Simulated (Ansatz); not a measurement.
```
CELL_PARAMETERS angstrom
4.89394 0.00000 0.00000
0.00000 8.39454 0.00000
0.00000 0.00000 8.67471
ATOMIC_POSITIONS crystal
Zr 0.00000 0.50000 0.00000
Zr 0.50000 0.00000 0.00000
Ti 0.00000 0.00000 0.50000
Ti 0.50000 0.50000 0.50000
Ti 0.25000 0.25000 0.25166
Ti 0.75000 0.75000 0.25166
Ti 0.25000 0.75000 0.74834
Ti 0.75000 0.25000 0.74834
Si 0.00000 0.83905 0.00000
Si 0.50000 0.33905 0.00000
Si 0.00000 0.33704 0.50000
Si 0.50000 0.83704 0.50000
Si 0.00000 0.16095 0.00000
Si 0.50000 0.66095 0.00000
Si 0.00000 0.66296 0.50000
Si 0.50000 0.16296 0.50000
Si 0.24582 0.91028 0.25591
Si 0.74582 0.41028 0.25591
Si 0.25418 0.41028 0.74409
Si 0.75418 0.91028 0.74409
Si 0.25418 0.58972 0.25591
Si 0.75418 0.08972 0.25591
Si 0.24582 0.08972 0.74409
Si 0.74582 0.58972 0.74409
```

Space group C222; a structure generated by program, which may or may not match a known phase; computed without spin polarisation.

All numbers below come from Ansatz, DFT PBE, scalar-relativistic, plane waves, PAW.

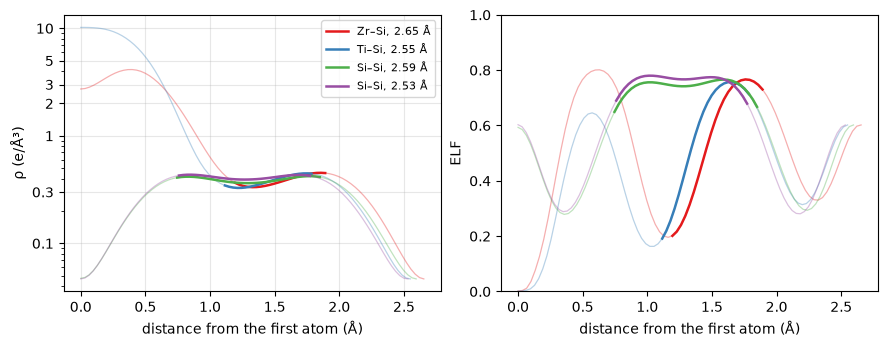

ZrTi₃Si₈. Valence charge density (pseudo) and ELF along straight lines between neighbouring atoms. Thin, pale parts lie inside the atomic spheres.

Core electrons are frozen (PAW), and the valence fields are smoothed inside the atomic spheres.

Question: What can be read from the curves?

Answer: Zr–Si (2.65 Å): the density is about 0.33 e/Å³ at the midpoint; the ELF peaks at about 0.75 in the valence shell of Si, 0.9 Å from its nucleus, and is about 0.30 at the midpoint.
Ti–Si (2.55 Å): ρ at the midpoint is about 0.33 e/Å³; the ELF peaks at about 0.75 in the valence shell of Si, 0.9 Å from its nucleus, and is about 0.40 at the midpoint.
Si–Si (2.59 Å): ρ is about 0.36 e/Å³ halfway; the ELF peaks at about 0.75 between the atoms.
Si–Si (2.53 Å): ρ is about 0.39 e/Å³ halfway; the ELF peaks at about 0.80 between the atoms.
